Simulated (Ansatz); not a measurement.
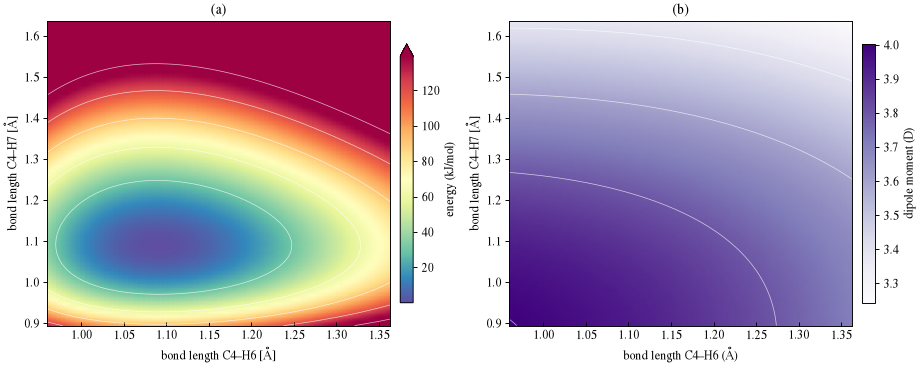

C₂H₂O₃, SMILES O=C1OCO1. Coordinates scanned: (1) bond length C4–H6; (2) bond length C4–H7. Nothing is relaxed (all other coordinates rigid). Grid: 15 × 15 points. Energies: kJ/mol, counted from the relaxed molecule at the same level. The reference is spin-restricted, which grows unreliable where a bond is stretched far. These are results of RKS PBE0-D4/def2-TZVP (Ansatz 0.2.0), not measurements.

Panel (a) is the energy and panel (b) the computed dipole moment on the same grid.

Drawn: a smooth colour map with a few white contour lines, one colour for all values above the top of the scale. Between grid points the surface is interpolated.

### How does the dipole moment vary over the map, and what is it at the lowest grid point?

Leaving out the highest fifth of the energies, it runs from 3.46 D at bond length C4–H6 = 1.190 Å, bond length C4–H7 = 1.530 Å to 4.00 D at bond length C4–H6 = 0.960 Å, bond length C4–H7 = 0.894 Å. At the lowest grid point, bond length C4–H6 = 1.104 Å, bond length C4–H7 = 1.106 Å, it is 3.87 D.

| bond length C4–H7 ↓, bond length C4–H6 → | 0.960 | 0.989 | 1.017 | 1.046 | 1.075 | 1.104 | 1.133 | 1.161 | 1.190 | 1.219 | 1.248 | 1.277 | 1.306 | 1.334 | 1.363 |
| --- | --- | --- | --- | --- | --- | --- | --- | --- | --- | --- | --- | --- | --- | --- | --- |
| 1.636 | 3.38 | 3.38 | 3.38 | 3.37 | 3.37 | 3.36 | 3.35 | 3.35 | 3.34 | 3.32 | 3.31 | 3.30 | 3.28 | 3.26 | 3.24 |
| 1.583 | 3.45 | 3.44 | 3.44 | 3.44 | 3.43 | 3.43 | 3.42 | 3.41 | 3.40 | 3.39 | 3.37 | 3.36 | 3.34 | 3.32 | 3.30 |
| 1.530 | 3.51 | 3.51 | 3.51 | 3.50 | 3.50 | 3.49 | 3.48 | 3.47 | 3.46 | 3.45 | 3.43 | 3.42 | 3.40 | 3.38 | 3.36 |
| 1.477 | 3.58 | 3.57 | 3.57 | 3.57 | 3.56 | 3.55 | 3.54 | 3.53 | 3.52 | 3.51 | 3.49 | 3.47 | 3.45 | 3.43 | 3.41 |
| 1.424 | 3.64 | 3.64 | 3.63 | 3.63 | 3.62 | 3.61 | 3.60 | 3.59 | 3.58 | 3.56 | 3.54 | 3.53 | 3.51 | 3.49 | 3.46 |
| 1.371 | 3.70 | 3.69 | 3.69 | 3.68 | 3.67 | 3.66 | 3.65 | 3.64 | 3.63 | 3.61 | 3.59 | 3.58 | 3.55 | 3.53 | 3.51 |
| 1.318 | 3.75 | 3.75 | 3.74 | 3.73 | 3.73 | 3.72 | 3.70 | 3.69 | 3.68 | 3.66 | 3.64 | 3.62 | 3.60 | 3.58 | 3.55 |
| 1.265 | 3.80 | 3.80 | 3.79 | 3.78 | 3.77 | 3.76 | 3.75 | 3.73 | 3.72 | 3.70 | 3.68 | 3.66 | 3.64 | 3.62 | 3.59 |
| 1.212 | 3.85 | 3.84 | 3.83 | 3.83 | 3.81 | 3.80 | 3.79 | 3.77 | 3.76 | 3.74 | 3.72 | 3.70 | 3.67 | 3.65 | 3.62 |
| 1.159 | 3.89 | 3.88 | 3.87 | 3.86 | 3.85 | 3.84 | 3.82 | 3.81 | 3.79 | 3.77 | 3.75 | 3.73 | 3.70 | 3.68 | 3.65 |
| 1.106 | 3.92 | 3.91 | 3.90 | 3.89 | 3.88 | 3.87 | 3.85 | 3.84 | 3.82 | 3.80 | 3.77 | 3.75 | 3.73 | 3.70 | 3.67 |
| 1.053 | 3.95 | 3.94 | 3.93 | 3.92 | 3.91 | 3.89 | 3.88 | 3.86 | 3.84 | 3.82 | 3.79 | 3.77 | 3.74 | 3.72 | 3.69 |
| 1.000 | 3.97 | 3.96 | 3.95 | 3.94 | 3.93 | 3.91 | 3.89 | 3.88 | 3.86 | 3.83 | 3.81 | 3.78 | 3.76 | 3.73 | 3.70 |
| 0.947 | 3.99 | 3.98 | 3.97 | 3.96 | 3.94 | 3.93 | 3.91 | 3.89 | 3.87 | 3.84 | 3.82 | 3.79 | 3.77 | 3.74 | 3.71 |
| 0.894 | 4.00 | 3.99 | 3.98 | 3.97 | 3.95 | 3.93 | 3.91 | 3.90 | 3.87 | 3.85 | 3.82 | 3.80 | 3.77 | 3.74 | 3.71 |
